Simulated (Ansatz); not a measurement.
# SrC2 (R-3m): phonons and vibrational spectra, part 2 of 2

How does SrC2 (R-3m) vibrate, and is this structure a minimum?

Ansatz 0.2.0; DFT r2SCAN, scalar-relativistic, plane waves, PAW.

So far. Step 4 (Relaxing to small forces for the phonons): The largest force component left is 0.93 meV/Å and the pressure is -0.003 GPa, within the tolerances set. The cell now holds 16.61 Å³/atom. Step 5 (Linear response at the zone centre): Before it was imposed, the acoustic sum rule was missed by 2.5e-4 eV/Å² and the charge sum rule by 4.2e-4 e. Small misses are needed for a sound result but don't prove that mesh and cutoff are converged. The relaxed cell has a = 4.993, c = 6.924 Å (conventional setting).

## (6) Response at finite wavevector

Stability and thermal properties need the whole zone. Linear response on a 3×3×3 q mesh gives force constants as far as a supercell of that size would, and the tensors from the zone-centre run are typed in so that the long-range dipole term is interpolated apart.

Contents of input.yaml:

```yaml
crystal:
  lattice:
    - [2.496562581, 1.4413910782, 2.3079803026]
    - [-2.496562581, 1.4413910782, 2.3079803026]
    - [0.0, -2.8827821563, 2.3079803026]
  atoms:
    - { symbol: Sr, position: [0.0, 0.0, 0.0] }
    - { symbol: C, position: [0.5906981831, 0.5906981831, 0.5906981831] }
    - { symbol: C, position: [0.4093018169, 0.4093018169, 0.4093018169] }
kpoints:
  mp_grid: { grid: [9, 9, 9] }
hamiltonian:
  xc: r2scan
scf:
  occupations: { method: fixed }
output:
  eigenvalues: true
phonons:
  method: dfpt
  qmesh: [3, 3, 3]
  temperatures: { t_max: 1000, t_step: 50 }
  qpath:
    path:
      - [[0.0, 0.0, 0.0], [0.5, 0.5, 0.5], [0.57331247, 0.42668753, 0.5]]
      - [[0.5, -0.42668753, 0.42668753], [0.5, 0.0, 0.0], [0.0, 0.0, 0.0], [0.46334377, -0.46334377, 0.0]]
      - [[0.53665623, 0.0, 0.46334377], [0.5, 0.0, 0.5], [0.0, 0.0, 0.0]]
    npoints: 10
  non_analytic_term:
    high_frequency_dielectric_tensor: [[3.9167, 0.0, 0.0], [0.0, 3.9167, 0.0], [0.0, 0.0, 4.8808]]
    born_effective_charges:
      - { species: Sr, tensor: [[2.5339, 0.0, 0.0], [0.0, 2.5339, 0.0], [0.0, 0.0, 2.5108]] }
      - { species: C, tensor: [[-1.2669, 0.0, 0.0], [0.0, -1.2669, 0.0], [0.0, 0.0, -1.2554]] }
      - { species: C, tensor: [[-1.2669, 0.0, 0.0], [0.0, -1.2669, 0.0], [0.0, 0.0, -1.2554]] }
    source: "zone-centre run at this cell"
```

The run is started by

```console
> ansatz run input.yaml --threads 4 --pin off --max-ram 7168MiB --backend cpu --events-out ev --progress --plain --runs-dir out
```

Numbers of over 12 decimals in the logs are rounded to 6 here.

What it wrote:

```text
Warning: phonons: the dynamical matrix that this run interpolates holds no multipole term above the dipole-dipole one, and a site of this crystal is no centre of inversion, so its interpolated transverse optical and acoustic branches and sound speeds can stay off near Gamma, and the density of states and the thermodynamics with them. What a run solves at a wave vector of phonons.qpoints, Gamma apart, where the deck admits one, is free of this, and under fd what a larger phonons.supercell samples
[...]
Crystal: 3 atoms, lattice volume = 49.832 Å³
Basis set: ecut = 500 eV, 1287 PW (Γ), exchange–correlation on 162×162×162 points (216 copies of the dense FFT grid, shifted against one another)
Bands: 13, of which v1, the nominal top of the filled ones, is band 9 counted from 1 (8 counted from 0)
Symmetry: 12 space group operations
k-points: 205 of 729 (irreducible under 2 space group operations, time reversal used)
[...]
SCF iter   1: F=—  HF=-4058.419219 eV  |F-HF|=—  |Δ(HF+E_count)|=         —  Δρ=5.63e-3  dr2=2.49e-2  dr2_τ=3.21e-1  ethr=1.77e-3  ⟨swp⟩=5.1  Hψ=15660  notcnv=0  defer=246
[...]
SCF iter   9: F=-4058.451254 eV  HF=-4058.451254 eV  |F-HF|=0.00e0  |Δ(HF+E_count)|=  1.14e-11  Δρ=8.78e-8  dr2=1.84e-12  dr2_τ=2.52e-13  ethr=1.00e-12  ⟨swp⟩=9.7  Hψ=18338  notcnv=0
SCF 1 converged in 9 iterations: F = -4058.451254 eV  dr2 = 1.84e-12
[...]
DFPT response loops at q = (0, 0, 0.333333) (fractional): preconditioner auto → Resta (q_TF=auto, 2.302 Å⁻¹)  ε∞=5.3 (no band partly filled); β = 1.00, the filter's whole step (`scf.mixing.beta` (0.50) is not read by the response loops at its default; to damp them type it under 1.00, their step now; it binds the ground state too); Broyden in place of MSR1
[...]
SCF converged after 9 iterations
Free energy (F): -4058.451254 eV
[...]
Internal energy: -4058.451254 eV  (E = F + TS)
E sigma→0 (E₀):  -4058.451254 eV
Fermi energy:    6.420402 eV
[...]
--- Band table (eV; the first three rows and the last of 205) ---
  k-point 0: bands = [... 5 lower, 3.7795, 3.9936, 5.6885, 5.6885, 8.5827, 8.5827, 13.1948, 13.1948]
  k-point 1: bands = [... 5 lower, 3.3394, 4.2486, 5.5795, 5.6604, 8.7027, 9.0701, 13.0642, 13.3190]
  k-point 2: bands = [... 5 lower, 2.6847, 4.4637, 5.4374, 5.5885, 9.0561, 10.2040, 12.6841, 13.5853]
  k-point 204: bands = [... 5 lower, 1.2914, 3.4482, 3.4727, 6.3569, 12.3344, 12.6160, 14.5367, 15.0232]
[...]
ASR residual: 2.441e-4 → 0.000e0 eV/Å²; symmetrization residual: 2.011e-6 eV/Å²
  ASR residual per site (eV/Å²): 3.77e-5 2.44e-4 2.44e-4
  Γ frequencies (cm⁻¹): 0.00 0.00 0.00 148.13 148.13 210.68 332.77 332.77 1877.68
--- Phonons (arbitrary-q DFPT): 6 irreducible q on the 3×3×3 mesh ---
  q = [0.0000, 0.0000, 0.0000] (star 1, of the zone-centre solve; hermiticity 5.06e-8, symmetrization 8.46e-9): 0.00 0.00 0.00 148.13 148.13 210.68 332.77 332.77 1877.68
  q = [0.0000, 0.0000, 0.3333] (star 6, 6 solved perturbations on 405 of 729 k-point pairs; hermiticity 9.20e-8, symmetrization 3.37e-12): 39.50 68.64 134.27 139.13 198.53 307.04 324.61 332.38 1880.17
  q = [0.0000, 0.3333, 0.3333] (star 6, 4 solved perturbations in 2268 linear systems a pass and spin channel, the states on 729 of 729 k-point pairs; hermiticity 5.42e-8, symmetrization 5.15e-11): 57.93 107.89 132.19 162.05 212.88 272.55 311.00 327.37 1882.43
[...]
sum rule: each row above includes the acoustic sum rule's correction from the zone centre's row sums; it moved no ω² by more than (2.35 cm⁻¹)²
  mesh force constants: q→R imaginary residual 0.00e0; ASR residual 2.441e-4 → 0.000e0 eV/Å²; symmetrization residual 2.859e-15 eV/Å²
  interpolated dispersion: 74 rows × 9 modes
  density of states and harmonic sums: on the 18×18×18 q-mesh, interpolated from the force constants of a 3×3×3 supercell (with the dipole–dipole term of supplied tensors)
  largest difference from the sums on the solved wave vectors: F 1.63e-2 eV, S 2.59e-5 and C_V 9.49e-6 eV/K
  zero-point energy: 0.214894 eV/cell   skipped modes (ω ≤ 0): 3   left out of the sums: 5.72e-5 of the cell's modes: C_V's classical limit lies that fraction below 3 k_B per atom; for a crystal, a wire or a layer, F and S can be off by more, and a phonons.interpolated_qmesh denser along its periods is the remedy for the sampling
```

Elapsed: 15 min, on 4 threads of Arm Neoverse V1, shared host; peak memory 2.4 GiB; 61 min of CPU time.

This step gave:

- sum-rule residual before enforcement: 2.44e-4 eV/Å²
- lowest frequency on the path: 0 cm⁻¹
- highest frequency on the path or at a solved wavevector: 1888 cm⁻¹
- mean frequency: 385.2 cm⁻¹
- Debye temperature (second moment): 1227 K
- logarithmic mean frequency: 223.6 cm⁻¹
- lowest mode on the q mesh (acoustic modes at Γ apart): 39.31 cm⁻¹
- zero-point energy per atom: 71.63 meV
- heat capacity at 300 K: 20.33 J/(mol atoms K)
- vibrational entropy at 300 K: 27.51 J/(mol atoms K)
- edges of the widest gap between branches, on path and mesh: 346.3, 1878 cm⁻¹

Frequencies (cm⁻¹) solved at each irreducible wavevector; negative means imaginary. Frequencies by wavevector, by row:

```tsv
q in reciprocal lattice units	star	mode 1	mode 2	mode 3	mode 4	mode 5	mode 6	mode 7	mode 8	mode 9
0 0 0	1	0	0	0	148.1	148.1	210.7	332.8	332.8	1878
0 0 0.3333	6	39.5	68.6	134.3	139.1	198.5	307	324.6	332.4	1880
0 0.3333 0.3333	6	57.9	107.9	132.2	162.1	212.9	272.6	311	327.4	1882
0 0.3333 -0.3333	6	39.3	113.5	126.7	134.8	226.9	276.3	285.4	342.7	1883
0.3333 0.3333 0.3333	2	106	106	143.4	210.3	210.3	239.9	304.2	304.2	1886
0.3333 0.3333 -0.3333	6	104.7	114	138.4	199.5	225.8	260.5	301.4	309.3	1885
```

Interpolated from a 3×3×3 q mesh, with the LO-TO term (at Γ the limit along the path; where Γ stands inside the path, tables give the limit on arrival). The phonon branches at the labelled points (cm⁻¹):

```tsv
point	branch 1	branch 2	branch 3	branch 4	branch 5	branch 6	branch 7	branch 8	branch 9
Γ	0	0	0	148	148	333	333	335	1878
T	118	118	158	227	227	267	293	293	1888
H2	116	117	156	224	230	266	290	296	1888
jump to H0	116	117	156	224	230	266	290	296	1888
L	47	77	129	161	203	298	322	332	1881
Γ	0	0	0	148	192	331	333	333	1878
S0	43	117	118	150	231	259	297	328	1885
jump to S2	43	117	118	150	231	259	297	328	1885
F	43	117	117	151	232	256	301	325	1885
Γ	0	0	0	148	171	333	333	333	1878
```

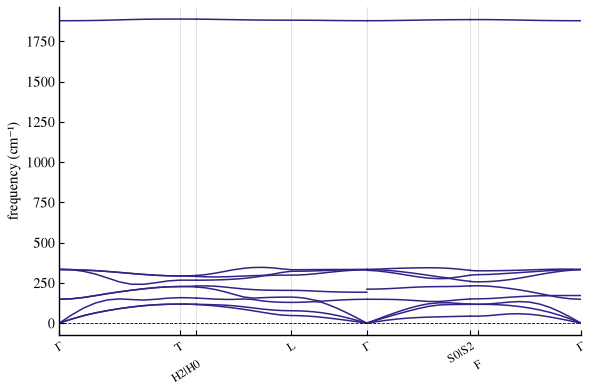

Phonon branches along the path.

The phonon density of states has structure finer than the step of the table below, so its rows give means over 100 cm⁻¹, whole bins alone (the curve runs from 10 to 1890 cm⁻¹). Peaks (cm⁻¹: height): 150.0: 0.0403, 210.0: 0.0271, 310.0: 0.0381.

Tetrahedra on a 18×18×18 mesh, mean over bins of 20 cm-1. Interpolated from a 3×3×3 q mesh. Table of phonon density of states by wavenumber; means over each step:

```tsv
wavenumber (cm⁻¹)	phonon density of states (1/cm⁻¹/cell)
100	0.0284
200	0.0191
300	0.0286
400	8.2e-4
500	0
```

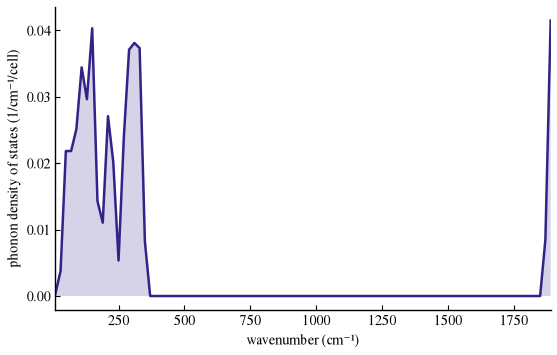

Phonon density of states against wavenumber.

The partial phonon density of states has structure finer than the step of the table below, so its rows give means over 200 cm⁻¹, whole bins alone (the curve runs from -10 to 1955 cm⁻¹). Peaks (cm⁻¹: height): C 212.4: 0.0219, 311.3: 0.0371, 1880.4: 0.0277; Sr 113.6: 0.0263.

Phonopy on the run's constants, 15x15x15 mesh, Gaussian sigma 14.0 cm-1. Interpolated from a 3×3×3 q mesh. Table of partial phonon density of states by wavenumber; means over each step; values in 1/cm⁻¹/cell:

```tsv
wavenumber (cm⁻¹)	C	Sr
200	0.0163	0.00787
400	0.00822	1.9e-4
600	0	0
800	0	0
1000	0	0
1200	0	0
1400	0	0
1600	0	0
1800	0.00426	0
```

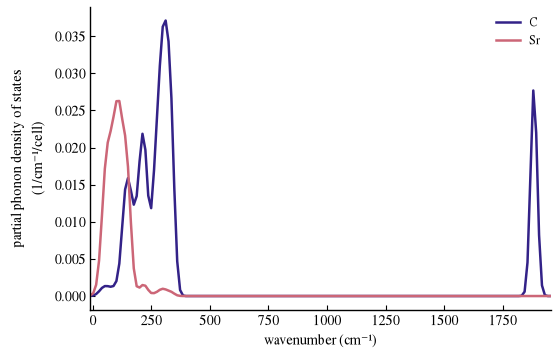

Partial phonon density of states against wavenumber.

Harmonic thermodynamic functions per atom, from the density of states. Interpolated from a 3×3×3 q mesh. Thermodynamic functions, by row:

```tsv
T (K)	F_vib (meV/atom)	S (J/mol-atom/K)	C_V (J/mol-atom/K)
0	71.63	0	0
50	71.17	2.872	5.461
100	68.15	8.862	12.18
200	53.11	19.63	18.36
300	28.48	27.51	20.33
400	-3.26	33.49	21.22
500	-40.55	38.3	21.82
600	-82.38	42.32	22.3
700	-128.1	45.79	22.7
800	-177.2	48.84	23.04
900	-229.2	51.57	23.32
1000	-284	54.04	23.54
```

Harmonic mean-square displacement, third of the trace. Interpolated from a 3×3×3 q mesh. Mean square displacements, by row:

```tsv
T (K)	Sr1 U_eq (Å²)	C2 U_eq (Å²)	C3 U_eq (Å²)
0	0.00218	0.00543	0.00543
100	0.0049	0.00709	0.00709
300	0.01353	0.01494	0.01494
600	0.02682	0.0284	0.0284
```

Symmetry leaves 6 wavevectors to solve. The lowest mode among them, the acoustic zeros apart, lies at q = (0, 0.333, -0.333) and is real, 39.3 cm⁻¹.

## (7) Isotope substitution, element C, natural mass 12.011 amu

An isotope changes the mass and not the force constants, so no new electronic calculation is needed; the shifts show which modes move this element.

The same force constants with the mass of C changed from 12.011 to 13.003 u (phonopy, no LO-TO term). Both lists are sorted by frequency; levels can cross, so a row need not hold one and the same mode. Modes under 3 cm⁻¹ are left out. Isotope shifts, by row:

```tsv
q	rank	natural mass (cm⁻¹)	changed mass (cm⁻¹)
0 0 0	4	148.1	143.6
0 0 0	5	148.1	143.6
0 0 0	6	210.7	204.3
0 0 0	7	332.8	319.8
0 0 0	8	332.8	319.8
0 0 0	9	1878	1805
0 0 0.3333	1	39.5	39.36
0 0 0.3333	2	68.64	68.5
0 0 0.3333	3	134.3	129.5
0 0 0.3333	4	139.1	138.2
0 0 0.3333	5	198.5	191.2
0 0 0.3333	6	307	296.3
0 0 0.3333	7	324.6	312.1
0 0 0.3333	8	332.4	320.2
0 0 0.3333	9	1880	1807
0 0.3333 0.3333	1	57.93	57.91
0 0.3333 0.3333	2	107.9	107.8
0 0.3333 0.3333	3	132.2	129.4
0 0.3333 0.3333	4	162.1	159
0 0.3333 0.3333	5	212.9	204.8
0 0.3333 0.3333	6	272.6	261.9
0 0.3333 0.3333	7	311	298.9
0 0.3333 0.3333	8	327.4	315
0 0.3333 0.3333	9	1882	1809
0 0.3333 -0.3333	1	39.31	39.14
0 0.3333 -0.3333	2	113.5	112
0 0.3333 -0.3333	3	126.7	126.5
0 0.3333 -0.3333	4	134.8	131.1
0 0.3333 -0.3333	5	226.9	219.5
0 0.3333 -0.3333	6	276.3	265.8
0 0.3333 -0.3333	7	285.4	274.3
0 0.3333 -0.3333	8	342.7	329.4
0 0.3333 -0.3333	9	1883	1810
```

A mode of this element alone would shift by -3.89 %. The highest zone-centre frequency without the field goes from 1877.7 to 1804.6 cm⁻¹ (-3.9 %). The product of the frequency ratios over all optical modes at Γ is 0.809; the product rule, (m/m′)^(3k/2) (M′/M)^(3/2) with k = 2 such atoms and M the mass of the cell, gives 0.809.

## (8) Another isotope, element Sr, natural mass 87.62 amu

The same for Sr, from 87.62 to 85.91 u.

A mode of this element alone would shift by +0.99 %. The highest zone-centre frequency without the field goes from 1877.7 to 1877.7 cm⁻¹ (+0.0 %). The product of the frequency ratios over all optical modes at Γ is 1.006; the product rule, (m/m′)^(3k/2) (M′/M)^(3/2) with k = 1 such atoms and M the mass of the cell, gives 1.006.

## (9) What came out

- space group after relaxation (within 0.01 Å): R-3m
- volume per atom: 16.6 Å³
- gap on the k-mesh: 2.16 eV
- highest optical mode at the zone centre (no LO-TO term): 1878 cm⁻¹
- top of the zone-centre spectrum with the field: 1878 cm⁻¹
- lowest optical zone-centre mode: 148 cm⁻¹
- mean high-frequency dielectric constant: 4.24
- mean static dielectric constant: 16.9
- largest Born charge (third of the trace): 2.53 e
- lowest mode on the q mesh (acoustic modes at Γ apart): 39.3 cm⁻¹
- highest frequency on the path or at a solved wavevector: 1888 cm⁻¹
- zero-point energy per atom: 71.6 meV
- heat capacity at 300 K: 20.3 J/(mol atoms K)
- vibrational entropy at 300 K: 27.5 J/(mol atoms K)
- Debye temperature (second moment): 1227 K
- imaginary modes on the 3×3×3 q mesh: none

In words: The structure is a minimum as far as tested: no mode is imaginary at the 6 irreducible wavevectors of the 3×3×3 mesh, and the softest away from the acoustic zeros lies at 39 cm⁻¹. Without the field, the optical modes at Γ span 148 to 1878 cm⁻¹. The highest mode in this list at Γ, 1877.7 cm⁻¹, is mostly motion of C (100 % of the kinetic energy). The macroscopic field leaves the top of the zone-centre spectrum where it is. Lattice motion raises the mean dielectric constant from 4.238 to 16.93. The strongest infrared line is at 148 cm⁻¹. On the path and the mesh, the widest gap between branches runs from 346 to 1878 cm⁻¹. The program warns that the interpolation holds no quadrupole term, so branches close to Γ can be off in this crystal. These are harmonic frequencies at zero temperature: anharmonic shifts, linewidths and thermal expansion are left out.

[Logs are printed without paths, hosts, clocks, repeated set-up lines and the standing remarks that a program may print on its own settings, such as how far it seeks lower states.]

[Hosts, paths, dates, database ids (printed as entryN), source tags and the programs' standing remarks are cut or masked in the printed files.]
